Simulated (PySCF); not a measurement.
Cl₂MoO₂, SMILES `O=[Mo](=O)(Cl)Cl`.

Computed with PySCF, PBE0/def2-SVP, geometry: GFN2-xTB. Core potentials replace the inner electrons of Mo; spin–orbit coupling isn't included. This is a single-reference result, which may miss multireference character in this system. No frequency check shows the geometry to be a minimum. GFN2-xTB bond lengths at metals and heavier atoms can be off by up to 0.1 Å and shapes distorted, which carries into these values. Without diffuse functions Rydberg states are missing, so the states' numbers hold for this basis only.

Cartesian coordinates (Å):

```
O1      -0.0004    1.1724   -1.3948
Mo2      0.0000    0.3195    0.0000
O3       0.0004    1.1724    1.3948
Cl4     -1.7326   -0.9464    0.0001
Cl5      1.7326   -0.9464   -0.0001
```

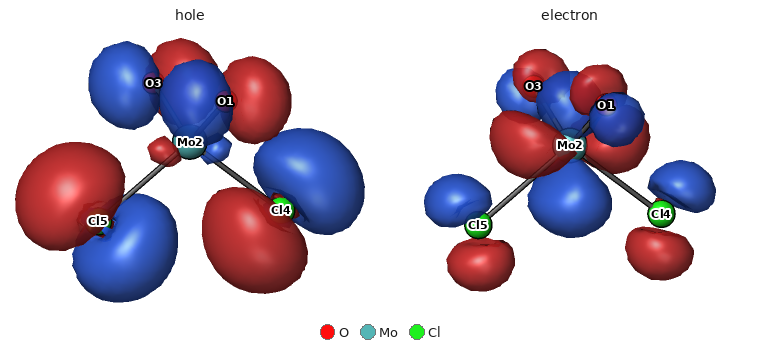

Leading natural transition orbital pair of T₂ (TDA triplet states); the surfaces enclose about 78 % of each orbital's density.

Question: Characterise the state.

Answer: 4.43 eV (280 nm), spin-forbidden from the singlet ground state, ligand-to-metal charge transfer; the leading pair carries 97 %; hole on Cl4 and Cl5 (31 % each), O1 and O3 (15 % each) and Mo2 (7 %), electron on Mo2 (57 %), Cl4 and Cl5 (13 % each) and O1 and O3 (8 % each); their centroids lie 0.3 Å apart. In canonical orbitals it is mainly HOMO−1 → LUMO (96 %). The HOMO–LUMO gap is 6.24 eV.

Cost of the run: 120 s on 1 thread of Arm Neoverse V1, on a shared host, peak memory 0.52 GiB.
